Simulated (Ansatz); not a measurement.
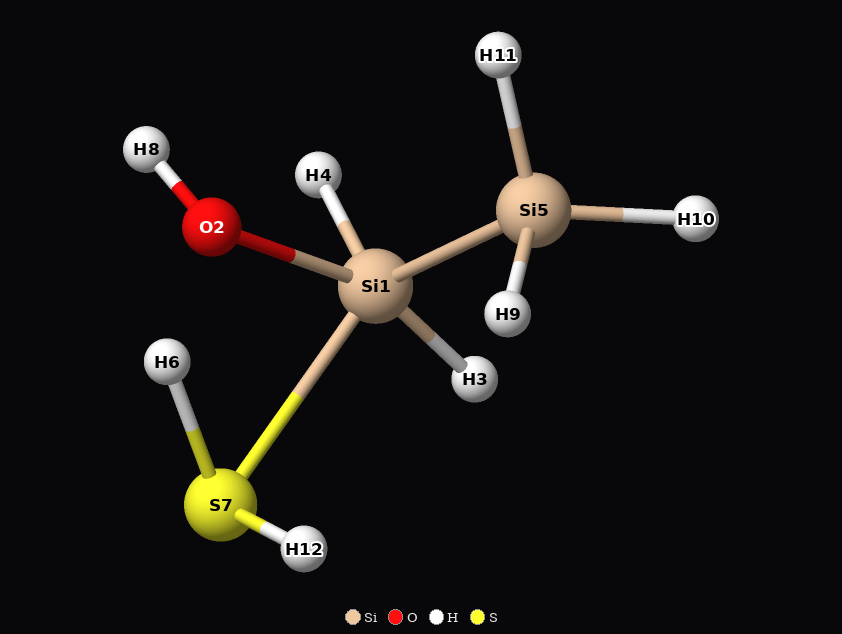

Harmonic vibrations computed with RKS PBE0-D4/def2-SVP (Ansatz 0.2.0) at a stationary point of the same level.

Q: How many imaginary frequencies does it have?

A: A first-order saddle point: one imaginary frequency, 923i cm⁻¹.

Q: How many vibrational modes are there, and where do they lie?

A: 30 modes: 923i, 45, 116, 159, 239, 272, 389, 427, 436, 508, 521, 543, 571, 608, 671, 823, 860, 914, 931, 944, 1069, 1291, 1547, 2097, 2189, 2208, 2221, 2229, 2712, 3848 cm⁻¹.
